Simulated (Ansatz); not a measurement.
Ti3Al: Ti vacancy, symmetric start

Start from an 8-atom supercell of Ti3Al (space group P6_3/mmc, No. 194; a = 5.7553 Å, c = 4.6546 Å) at its relaxed geometry.

One thing is altered: a neutral Ti vacancy, symmetric start, atoms relaxed at fixed cell.

Method: PBE (Ansatz, a program for electronic structure, PAW, no spin-orbit coupling), earlier PAW set. Settings: 10×10×10 k-points, 0.05 eV Fermi–Dirac smearing.

```tsv
quantity	base	changed	shift
energy gained by relaxation	–	0.06 eV	–
largest displacement of a host atom from its site in the perfect cell	–	0.11 Å	–
mean distance from the defect site to its nearest host atoms	283 pm	280 pm	-3 pm
```

Final structure:

```yaml
crystal:
  lattice:
    - [5.75530, 0.00000, 0.00000]
    - [-2.87765, 4.98424, 0.00000]
    - [-2.87765, -4.98424, 4.65460]
  atoms:
    - { symbol: Ti, position: [0.91658, 0.57320, 0.75000] }
    - { symbol: Ti, position: [0.58861, 0.43399, 0.25000] }
    - { symbol: Ti, position: [0.91648, 0.08297, 0.75000] }
    - { symbol: Ti, position: [0.09538, 0.43399, 0.25000] }
    - { symbol: Ti, position: [0.40662, 0.57320, 0.75000] }
    - { symbol: Al, position: [0.58457, 0.91915, 0.25000] }
    - { symbol: Al, position: [0.41151, 0.07301, 0.75000] }
```

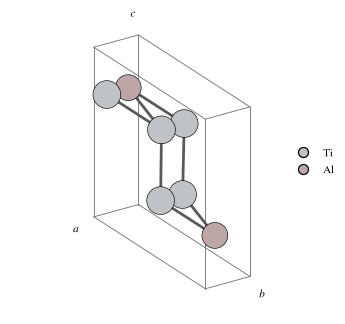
Figure. The relaxed cell after the change

Cost of the whole job for the changed cell (relaxation, final SCF and bands): very roughly 5 core-minutes.

The cell is small, so the values are those of an ordered compound at a high defect concentration; dilute-limit values will differ. The defect started on the symmetric site and kept its symmetry, so it may sit on a saddle. The final runs are not spin-polarised. The defect cell is not spin-polarised.
